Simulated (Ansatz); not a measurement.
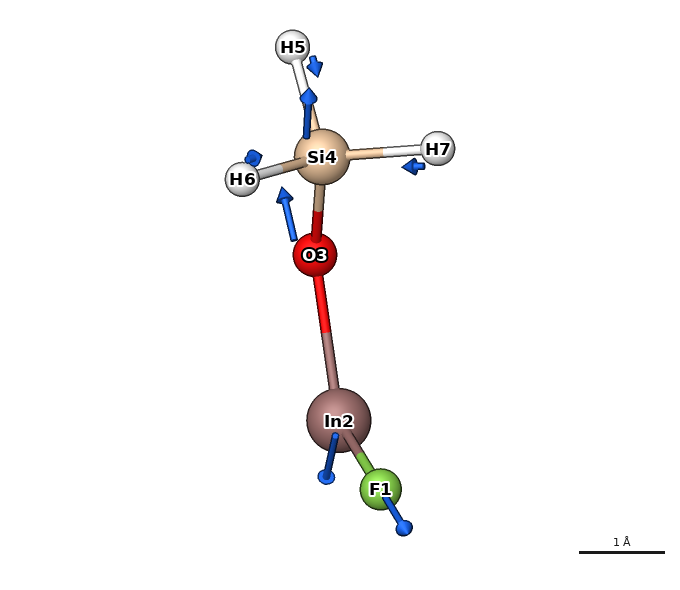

Arrows show the forces on the atoms, 3 Å of arrow for 1 eV/Å; forces under a tenth of the largest aren't drawn. State: neutral, doublet. Level of theory: B3LYP-D4/def2-TZVPP (Ansatz 0.2.0).

Along which bond is the force strongest?

F1–In2, now 1.963 Å: the forces push its atoms apart, so a first step downhill lengthens it.

List the force components in the frame of the picture (x right, y up, z towards the viewer), in eV/Å.

```json
{"atom": "F1", "Fx": "0.09", "Fy": "−0.15", "Fz": "0.31"}
{"atom": "In2", "Fx": "−0.04", "Fy": "−0.20", "Fz": "−0.33"}
{"atom": "O3", "Fx": "−0.05", "Fy": "0.21", "Fz": "−0.08"}
{"atom": "Si4", "Fx": "0.01", "Fy": "0.20", "Fz": "0.18"}
{"atom": "H5", "Fx": "0.02", "Fy": "−0.08", "Fz": "0.04"}
{"atom": "H6", "Fx": "0.06", "Fy": "0.02", "Fz": "−0.07"}
{"atom": "H7", "Fx": "−0.09", "Fy": "0.00", "Fz": "−0.04"}
```
